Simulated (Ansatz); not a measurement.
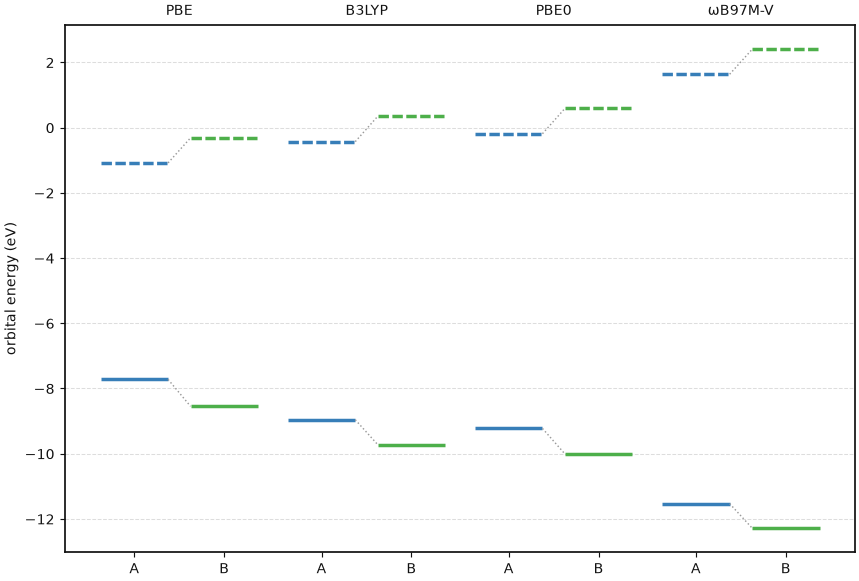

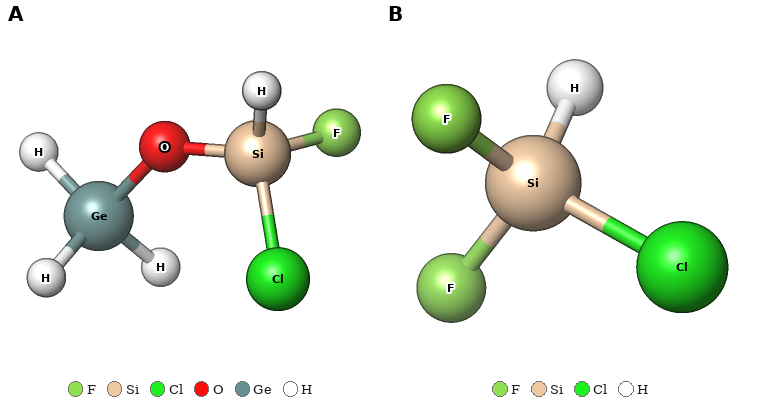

One change: A, GeSiH₄OClF (SMILES F[Si@H](Cl)[O][GeH3]), becomes B, SiHClF₂ (SMILES F[SiH](F)Cl). GeH₃O (bound through O) on Si is replaced by F. HOMO (solid) and LUMO (dashed) computed in def2-TZVPP at PBE0-D4/def2-TZVP geometries, both minima by their frequencies, gas phase, the Ansatz code. Empty levels above zero depend strongly on the basis.

Question: What does the change do to HOMO and LUMO?

Answer: PBE: the HOMO falls by 0.83 eV, the LUMO rises by 0.77 eV, and the separation goes from 6.64 to 8.23 eV. B3LYP: the HOMO falls by 0.76 eV, the LUMO rises by 0.78 eV, and the separation goes from 8.53 to 10.07 eV. PBE0: the HOMO falls by 0.78 eV, the LUMO rises by 0.78 eV, and the separation goes from 9.04 to 10.60 eV. ωB97M-V: the HOMO falls by 0.75 eV, the LUMO rises by 0.76 eV, and the separation goes from 13.17 to 14.68 eV.

Question: Do the functionals agree on the effect?

Answer: They agree on the direction for both levels; the HOMO shift lies between −0.83 and −0.75 eV and the LUMO shift between 0.76 and 0.78 eV, while the separations themselves differ by up to 6.5 eV between functionals.

Caveats: one conformer of each flexible molecule.
